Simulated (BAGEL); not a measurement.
**CH5GaO (SMILES C[O][GaH2]) at HF/STO-3G (density fitting with qzvpp-jkfit)**

Aim: the energy change on altering one bond length of CH5GaO at HF/STO-3G (density fitting with qzvpp-jkfit), from 2 runs. 

The calculation is run with BAGEL 1.2.2.

6 further runs of the same task are left out: 6 that didn't finish. Runs told in other sessions of the task aren't counted.

**1. The structure to begin with**

CH5GaO: 8 atoms, total charge 0, spin state singlet. As SMILES, `C[O][GaH2]`. Geometry: relaxed at PBE0-D4/def2-TZVP.

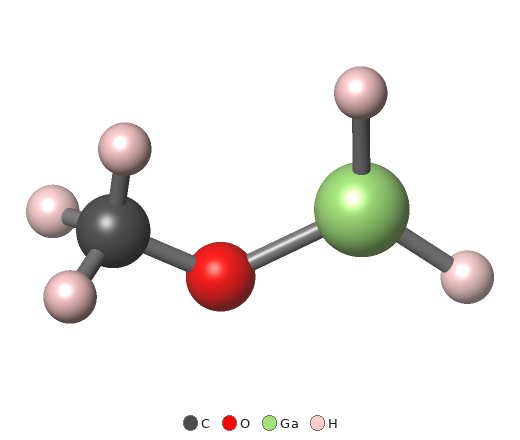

The structure, seen from a chosen angle (carbon dark grey, oxygen red, gallium green, hydrogen pink).

**2. The energy at HF/STO-3G (density fitting with qzvpp-jkfit)**

File input.json:

```json
{ "bagel" : [

{
  "title" : "molecule",
  "basis" : "sto-3g",
  "df_basis" : "qzvpp-jkfit",
  "angstrom" : true,
  "geometry" : [
    { "atom" : "C", "xyz" : [   -0.616800,    0.972600,   -0.422900 ] },
    { "atom" : "O", "xyz" : [   -0.705300,   -0.273500,    0.213500 ] },
    { "atom" : "Ga", "xyz" : [    0.703200,   -1.302000,    0.579300 ] },
    { "atom" : "H", "xyz" : [   -1.200200,    0.962000,   -1.350600 ] },
    { "atom" : "H", "xyz" : [    0.414200,    1.256200,   -0.676600 ] },
    { "atom" : "H", "xyz" : [   -1.030600,    1.754200,    0.224300 ] },
    { "atom" : "H", "xyz" : [    2.093900,   -0.732800,    0.142900 ] },
    { "atom" : "H", "xyz" : [    0.341700,   -2.636700,    1.290100 ] }
  ]
},
{ "title" : "hf" },
{ "title" : "print", "file" : "orbitals.molden", "orbitals" : true }

]}
```

Command:

```bash
$ BAGEL_NUM_THREADS=1 BAGEL input.json > input.out
```

Standard output:

```text
* using 1 threads per process

  ===============================================================
  ===============================================================

  *** Geometry ***

  { "atom" : "C", "xyz" : [     -1.165583,      1.837948,     -0.799165 ] },
  { "atom" : "O", "xyz" : [     -1.332824,     -0.516840,      0.403457 ] },
  { "atom" : "Ga", "xyz" : [      1.328855,     -2.460423,      1.094718 ] },
  { "atom" : "H", "xyz" : [     -2.268049,      1.817917,     -2.552264 ] },
  { "atom" : "H", "xyz" : [      0.782725,      2.373874,     -1.278589 ] },
  { "atom" : "H", "xyz" : [     -1.947552,      3.314958,      0.423866 ] },
  { "atom" : "H", "xyz" : [      3.956898,     -1.384791,      0.270042 ] },
  { "atom" : "H", "xyz" : [      0.645719,     -4.982641,      2.437936 ] },

  Number of auxiliary basis functions:      508

  Since a DF basis is specified, we compute 2- and 3-index integrals:
    o Being stored without compression. Storage requirement is 0.004 GB

  Number of basis functions:       33
  Number of electrons      :       50

    * METHOD: MOLECULE                             0.16

  *** RHF ***

  === Nuclear Repulsion ===
   184.2549386768

      * DIIS with orbital gradients will be used.

  === RHF iteration (sto-3g) ===
      0      -2014.95478208          0.01414488           0.02
      1      -2015.01731988          0.00654517           0.02
      2      -2015.02999457          0.00117331           0.02
      3      -2015.03083082          0.00030038           0.02
      4      -2015.03092658          0.00018816           0.02
      5      -2015.03100301          0.00009596           0.02
      6      -2015.03102252          0.00006337           0.02
      7      -2015.03103511          0.00002396           0.02
      8      -2015.03103674          0.00000629           0.02
      9      -2015.03103682          0.00000166           0.02
     10      -2015.03103682          0.00000061           0.02
     11      -2015.03103682          0.00000026           0.02
     12      -2015.03103682          0.00000013           0.02
     13      -2015.03103682          0.00000004           0.02
     14      -2015.03103682          0.00000001           0.02
     15      -2015.03103682          0.00000000           0.02
    * SCF iteration converged.

    * Permanent dipole moment:
           (   -0.308718,    -0.151897,     0.109678) a.u.

    * METHOD: HF                                   0.42

    * METHOD: PRINT                                0.00

  ===============================================================
```

Wall time 0.77 s (1 thread of AMD EPYC 9B14 (Zen 4), shared host).

**3. The distorted shape at the same level**

File input.json:

```json
{ "bagel": [

{
  "title": "molecule",
  "basis": "sto-3g",
  "df_basis": "qzvpp-jkfit",
  "angstrom": "true",
  "geometry": [
    { "atom": "C", "xyz": [   -0.441795,    0.975780,   -0.144614 ] },
    { "atom": "O", "xyz": [   -0.530295,   -0.270320,    0.491786 ] },
    { "atom": "Ga", "xyz": [    0.878205,   -1.298820,    0.857586 ] },
    { "atom": "H", "xyz": [   -1.200200,    0.962000,   -1.350600 ] },
    { "atom": "H", "xyz": [    0.589205,    1.259380,   -0.398314 ] },
    { "atom": "H", "xyz": [   -0.855595,    1.757380,    0.502586 ] },
    { "atom": "H", "xyz": [    2.268905,   -0.729620,    0.421186 ] },
    { "atom": "H", "xyz": [    0.516705,   -2.633520,    1.568386 ] }
  ]
},
{
  "title": "hf"
},
{
  "title": "print",
  "file": "orbitals.molden",
  "orbitals": "true"
}

]}
```

Command:

```bash
$ BAGEL_NUM_THREADS=1 BAGEL input.json > input.out
```

Standard output:

```text
* using 1 threads per process

  ===============================================================
  ===============================================================

  *** Geometry ***

  { "atom" : "C", "xyz" : [     -0.834872,      1.843957,     -0.273281 ] },
  { "atom" : "O", "xyz" : [     -1.002112,     -0.510831,      0.929341 ] },
  { "atom" : "Ga", "xyz" : [      1.659567,     -2.454414,      1.620603 ] },
  { "atom" : "H", "xyz" : [     -2.268049,      1.817917,     -2.552264 ] },
  { "atom" : "H", "xyz" : [      1.113436,      2.379883,     -0.752704 ] },
  { "atom" : "H", "xyz" : [     -1.616840,      3.320967,      0.949750 ] },
  { "atom" : "H", "xyz" : [      4.287609,     -1.378782,      0.795926 ] },
  { "atom" : "H", "xyz" : [      0.976431,     -4.976632,      2.963820 ] },

  Number of auxiliary basis functions:      508

  Since a DF basis is specified, we compute 2- and 3-index integrals:
    o Being stored without compression. Storage requirement is 0.004 GB

  Number of basis functions:       33
  Number of electrons      :       50

    * METHOD: MOLECULE                             0.16

  *** RHF ***

  === Nuclear Repulsion ===
   182.9524921872

      * DIIS with orbital gradients will be used.

  === RHF iteration (sto-3g) ===
      0      -2014.89758930          0.01450055           0.02
      1      -2014.96252219          0.00659299           0.02
      2      -2014.97512954          0.00123095           0.02
      3      -2014.97602986          0.00033320           0.02
      4      -2014.97613024          0.00019262           0.02
      5      -2014.97620285          0.00010472           0.02
      6      -2014.97622691          0.00006601           0.02
      7      -2014.97623982          0.00002904           0.02
      8      -2014.97624233          0.00000947           0.02
      9      -2014.97624252          0.00000233           0.02
     10      -2014.97624253          0.00000083           0.02
     11      -2014.97624253          0.00000037           0.02
     12      -2014.97624253          0.00000017           0.02
     13      -2014.97624253          0.00000008           0.02
     14      -2014.97624253          0.00000006           0.02
     15      -2014.97624253          0.00000004           0.02
     16      -2014.97624253          0.00000003           0.02
     17      -2014.97624253          0.00000001           0.02
     18      -2014.97624253          0.00000001           0.02
    * SCF iteration converged.

    * Permanent dipole moment:
           (   -0.373459,    -0.110679,     0.018853) a.u.

    * METHOD: HF                                   0.50

    * METHOD: PRINT                                0.00

  ===============================================================
```

It took 0.84 s on 1 thread of AMD EPYC 9B14 (Zen 4), shared host.

**4. Results**

At HF/STO-3G (density fitting with qzvpp-jkfit):

```
                                                         quantity           value
                                        first shape: total energy  -2015.03104 Eh
                                       first shape: dipole moment          0.92 D
                                         first shape: HOMO energy        -7.28 eV
                                         first shape: LUMO energy         5.37 eV
                                       first shape: HOMO–LUMO gap        12.65 eV
                                    distorted shape: total energy  -2014.97624 Eh
                                   distorted shape: dipole moment          0.99 D
                                     distorted shape: HOMO energy        -7.36 eV
                                     distorted shape: LUMO energy         5.27 eV
                                   distorted shape: HOMO–LUMO gap        12.62 eV
energy change with the C1–H4 bond stretched from 1.096 to 1.425 Å        1.491 eV
```

In words: With the C1–H4 bond stretched from 1.096 to 1.425 Å the energy rises by 1.49 eV (34 kcal/mol). The first shape isn't relaxed at this level, so the change isn't measured from a minimum. The minimal basis adds a large error of its own.
